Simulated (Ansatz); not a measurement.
**CH7Si2 (charge +1): density, localisation and related maps**

```csv
atom,x (Å),y (Å),z (Å)
C,-0.5439,0.8953,-0.4528
Si,-0.6955,-0.5845,0.6846
Si,-0.3568,-0.3794,-1.8117
H,-1.4484,1.5165,-0.5244
H,0.3445,1.5199,-0.2809
H,0.4895,-1.0028,1.4575
H,-2.0421,-1.0085,1.1124
H,0.9991,-0.6941,-2.3003
H,-1.5328,-0.6999,-2.6427
H,-0.5108,-1.6072,-0.6539
```

Geometry: B3LYP-D3(BJ)/def2-SVP.

Method: Ansatz, isolated molecule in a Gaussian basis; Kohn-Sham density functional theory, functional PBE0.

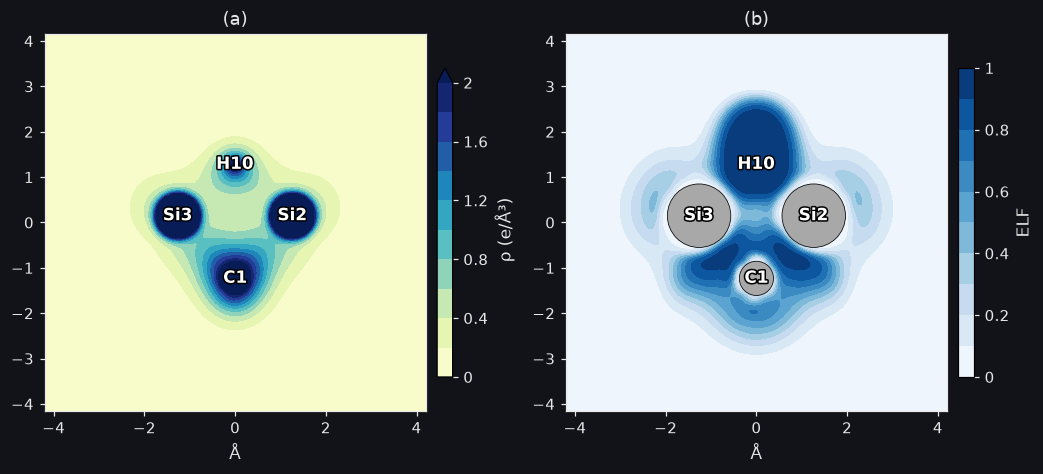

Figure 1. (a) total electron density; (b) ELF on the plane of atoms Si2, C1 and Si3. Grey discs cover the atomic cores in the ELF map.

**What do the fields say about this system?**

The plane passes through C, Si and H nuclei. C–Si (1.87 Å): ρ is about 0.94 e/Å³ halfway; the ELF peaks at about 0.95 between the atoms, as expected for a covalent bond.

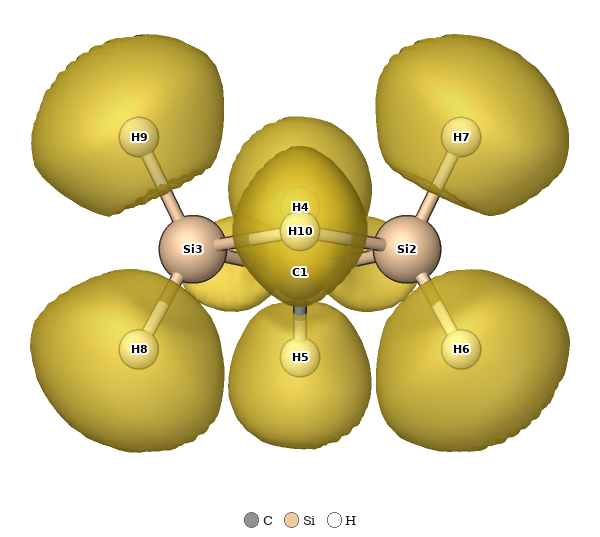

Figure 2. Isosurface of the electron localisation function at 0.8 (yellow), seen from one side. Only the valence region is drawn (cores and ρ < 0.01 e/Å³ removed).

**What do the ELF domains correspond to?**

At this value the surface marks out seven regions around hydrogen nuclei and one region on C in which the atom's valence shell and bonds are merged.


 C–H (1.10 Å): the ELF climbs to about 1 towards the hydrogen, as it does in any bond to H; an ordinary covalent bond to hydrogen.

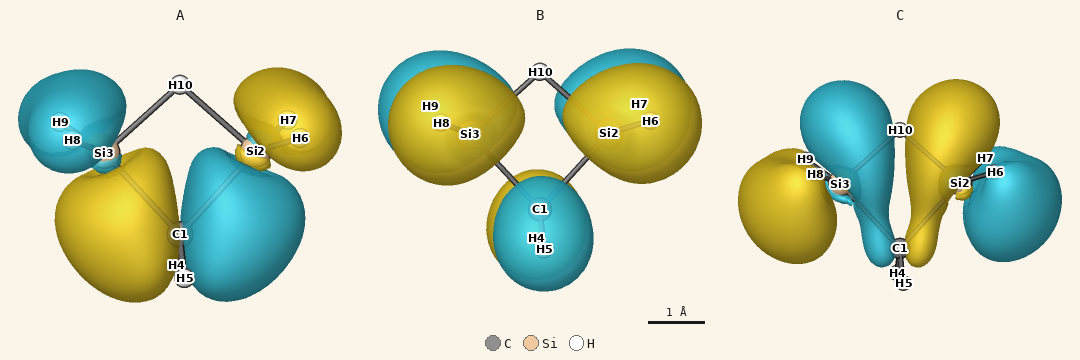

Figure 3. Three frontier orbitals at ±0.08 Å⁻³ᐟ² (yellow and cyan are the two phases), in no order.

**Which picture is the HOMO−1, the HOMO and the LUMO?**

B is the HOMO−1 (−15.49 eV). By Hirshfeld shares it lies mainly on Si2 (about 15 %), Si3 (about 15 %), C1 (about 10 %), H6 (about 10 %), H8 (about 10 %), H7 (about 10 %) and H9 (about 10 %). A is the HOMO (−14.28 eV). Its weight (Hirshfeld) is mainly on C1 (about 40 %), Si2 (about 20 %) and Si3 (about 20 %). C is the LUMO (−6.56 eV). By Hirshfeld shares it lies mainly on Si2 (about 35 %), Si3 (about 35 %) and H10 (about 10 %).

**What is the HOMO–LUMO gap?**

7.72 eV between the orbital energies.
